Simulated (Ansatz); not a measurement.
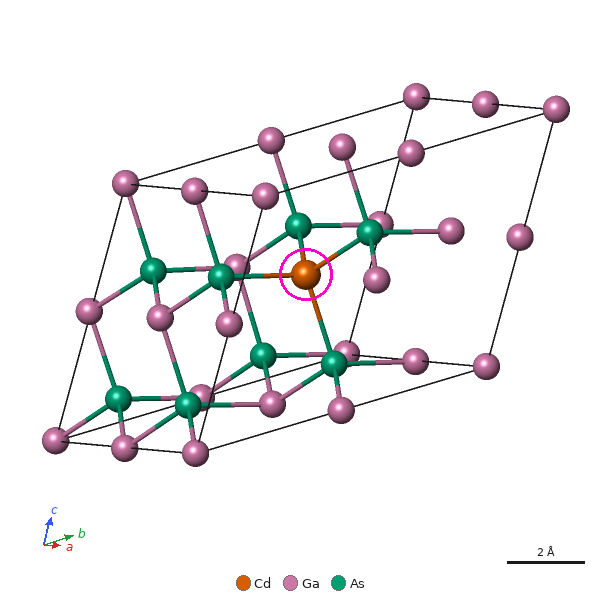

The crystal in a ball-and-stick representation, seen from a general direction. The lines enclose the supercell; boundary atoms appear with their images. The host is GaAs, in a cell of 16 sites, and the cell carries a charge of -1. A ring marks the defect's site.

What imperfection does the supercell contain?

Answer. Cadmium on a gallium site (a substitutional impurity). It is bonded to four As in a tetrahedral arrangement at about 2.5 Å.

The atoms were relaxed in the host's cell with DFT LDA, scalar-relativistic, plane waves, PAW (Ansatz 0.2.0).
